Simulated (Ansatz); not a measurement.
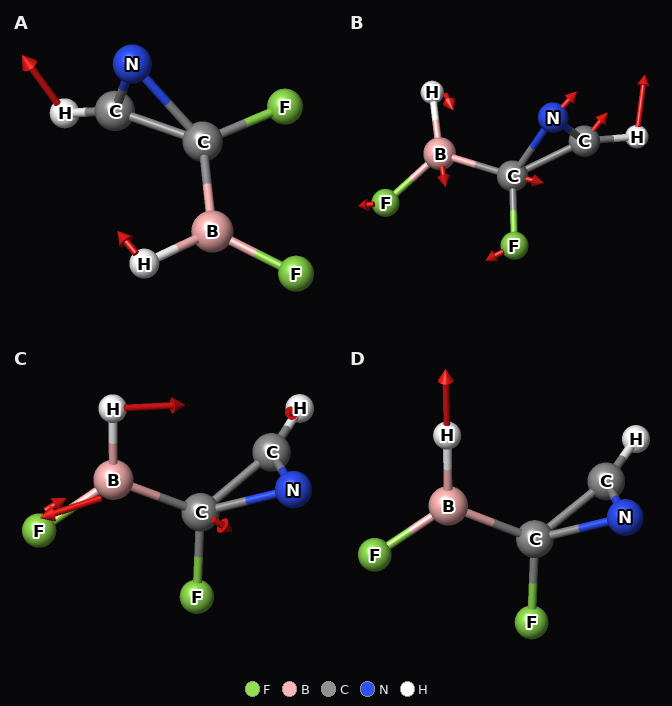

4 normal modes of one molecule or complex, as arrows. Harmonic vibrations computed with RKS PBE0-D4/def2-TZVP (Ansatz 0.2.0) at a stationary point of the same level.

Match the panels to the wavenumbers 513 cm⁻¹, 1032 cm⁻¹, 1414 cm⁻¹, 2644 cm⁻¹.

Answer. A: 1032 cm⁻¹
B: 513 cm⁻¹, angle bending
C: 1414 cm⁻¹
D: 2644 cm⁻¹, B–H stretching
